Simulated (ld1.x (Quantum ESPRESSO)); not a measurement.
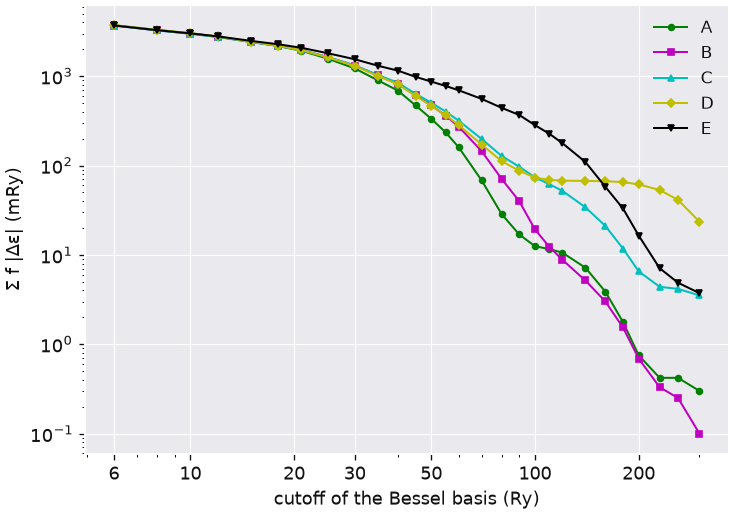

The occupation-weighted error of the valence levels in a spherical-Bessel basis for 5 variants of one potential.

Base settings:

Input of ld1.x (Quantum ESPRESSO) 7.5:

```
 &input
   title='O', zed=8., rel=0, dft='PBE', iswitch=3,
   config='[He] 2s2 2p3 3d-2',
   nld=3, rlderiv=1.10, eminld=-5.0, emaxld=5.0, deld=0.02
 /
 &inputp
   pseudotype=2, tm=.true., lloc=0,
   nlcc=.true., new_core_ps=.true., rcore=0.40,
   file_pseudopw='O.UPF', file_wfcaegen='ae.wfc', file_wfcncgen='nc.wfc', file_beta='beta', file_chi='chi'
 /
3
2P  2  1   3.00   0.00  1.00  1.00  0.0
3D  3  2  -2.00   0.50  1.00  1.00  0.0
2S  1  0   2.00   0.00  0.60  0.60  0.0
 &test
   configts(1)='2s2 2p3'
 /
```

Command:
```bash
ld1.x < O.in > O.out
```

Functional and relativity: PBE, non-relativistic.

Match the curves to these variants:
1. base
2. type RRKJ; local potential the d channel; rho0 0.02
3. all radii scaled by 1.14 (s 0.68, p 1.14, d 1.14 bohr)
4. waves 2s (bound): rc 0.86 bohr
5. waves 2p (bound): rc 0.62 bohr

A = 3, B = 4, C = 1, D = 2, E = 5.

What did the other tests of these runs give?

A: loose cutoff 140 Ry; bound ghosts none; largest test error +650 meV. B: loose cutoff 120 Ry; bound ghosts none; largest test error +429 meV. C: loose cutoff 200 Ry; bound ghosts none; largest test error +441 meV. D: loose cutoff over 300 Ry; bound ghosts none; largest test error +525 meV. E: loose cutoff 230 Ry; bound ghosts none; 1 of 7 tests not solved. The loose cutoff is the first of the cutoffs, on a coarse ladder, from which the occupation-weighted sum of valence levels, in a spherical-Bessel basis at the reference potential, stays within 10 and 1 mRy of its value at 400 Ry.
